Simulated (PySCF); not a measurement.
Vertical excitations of a molecule C3H4FNSi from TDA-M06-2X/def2-SVPD run with PySCF 2.14.0, as energy in eV (oscillator strength): 3.61 (0.001), 5.22 (0.062), 5.66 (0.014), 7.05 (0.004), 7.19 (0.023), 7.56 (0.018), 7.61 (0.023), 7.71 (0.016), 7.81 (0.007), 8.11 (0.003). Lowest triplet (TDA): 3.17 eV. The structure is a stationary point at ωB97X-D3(BJ)/def2-SVP. The values are those of a single conformer.

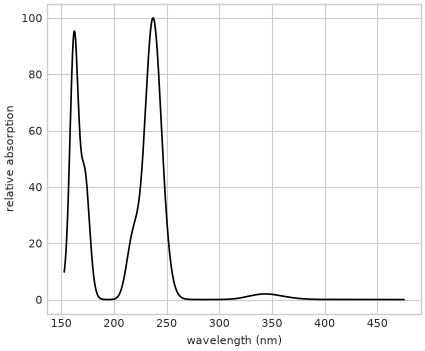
Figure. The lines broadened by 0.4 eV.

**Question.** Which molecule gave these data?
A) F[Si@H]1C=CC=N1
B) FC1=C[SiH2]N=C1
C) C#C/C=N/[SiH2]F
D) N#C/C=C\[SiH2]F

**Answer.** A, F[Si@H]1C=CC=N1
